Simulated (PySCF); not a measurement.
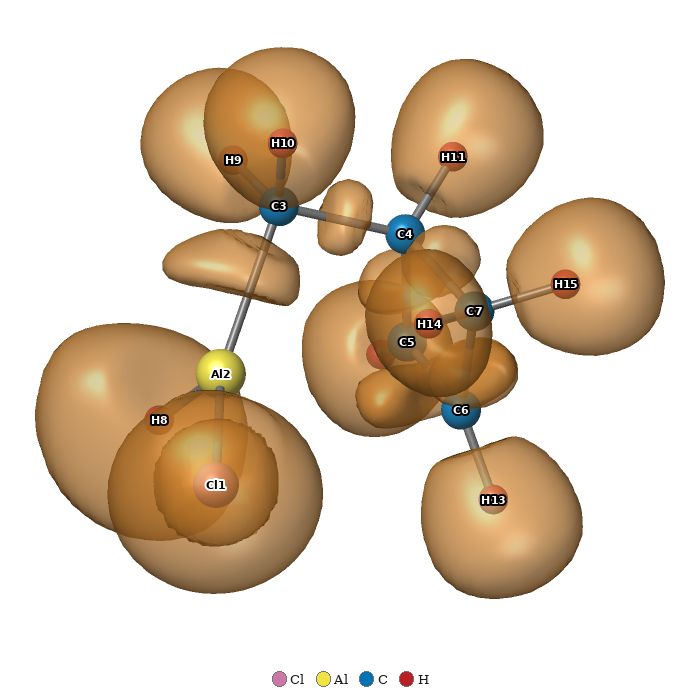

C5H8AlCl. Isosurface of the electron localisation function at 0.8 (orange), seen across its widest extent. Core shells and regions of very low density are left out.

Geometry: GFN2-xTB.

Method: PBE0/pcSseg-1, SCF density, gas phase, non-relativistic in PySCF.

```yaml
atoms:
  - { symbol: Cl, position_ang: [1.6527, 2.6418, 0.5843] }
  - { symbol: Al, position_ang: [1.6314, 0.7048, -0.0243] }
  - { symbol: C, position_ang: [0.8826, -0.9135, 0.8976] }
  - { symbol: C, position_ang: [-0.4942, -0.9086, 0.2144] }
  - { symbol: C, position_ang: [-0.3954, -0.4101, -1.2017] }
  - { symbol: C, position_ang: [-1.0174, 0.7479, -0.9318] }
  - { symbol: C, position_ang: [-1.2894, 0.3938, 0.4976] }
  - { symbol: H, position_ang: [2.4331, 0.4068, -1.3093] }
  - { symbol: H, position_ang: [1.4222, -1.8098, 0.5624] }
  - { symbol: H, position_ang: [0.7497, -1.0272, 1.9795] }
  - { symbol: H, position_ang: [-1.0542, -1.8360, 0.3580] }
  - { symbol: H, position_ang: [-0.0281, -0.8742, -2.1009] }
  - { symbol: H, position_ang: [-1.3261, 1.5887, -1.5304] }
  - { symbol: H, position_ang: [-0.8286, 1.0471, 1.2458] }
  - { symbol: H, position_ang: [-2.3427, 0.2565, 0.7369] }
```

Describe the localisation domains.

The surface consists of five regions between bonded C–C atoms (shared pairs), eight regions around hydrogen nuclei, one region on Cl in which the atom's valence shell and bonds are merged and one region wrapped around Al (its valence shell).

Values along the shortest contacts:
C–C (1.34 Å): the ELF peaks at about 0.90 between the atoms; a short, multiple covalent bond. C–Al (2.01 Å): the ELF peaks at about 0.95 between the atoms: a shared but strongly polarised pair.
